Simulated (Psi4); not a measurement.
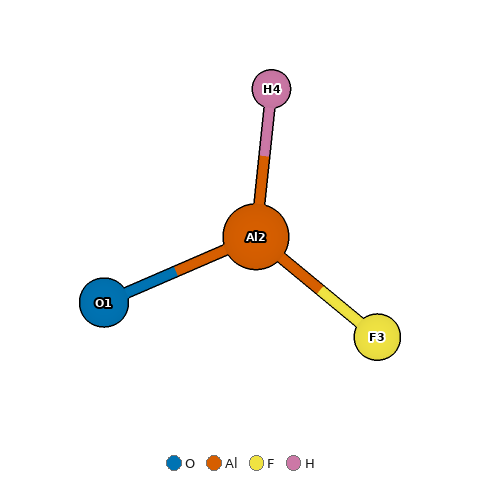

Geometry used (AlHOF, SMILES [O][AlH][F], doublet).

Unscaled harmonic wavenumbers and double-harmonic intensities, B3LYP/def2-SVP with Psi4, at a geometry relaxed at this level, isolated molecule. Lorentzian lines of 8 cm⁻¹ full width. Close modes add up in the curve.

Which lines are the most intense, and is the structure a minimum?

The most intense lines lie at 481.9 cm⁻¹ (185.2 km/mol), 918.1 cm⁻¹ (134.3 km/mol) and 608.0 cm⁻¹ (110.1 km/mol). It has no imaginary mode, so it is a minimum.

| cm⁻¹ | km/mol |
| --- | --- |
| 216.0 | 41.1 |
| 481.9 | 185.2 |
| 608.0 | 110.1 |
| 765.4 | 46.9 |
| 918.1 | 134.3 |
| 2018.0 | 76.3 |

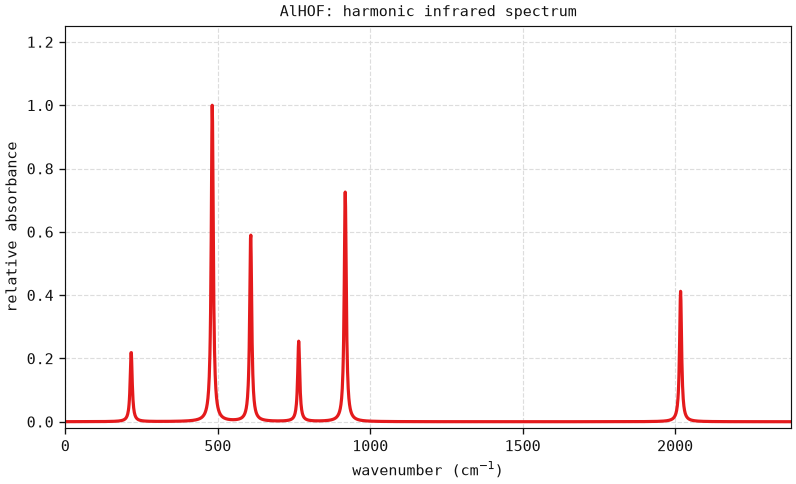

Known limits of this run: double-zeta basis.
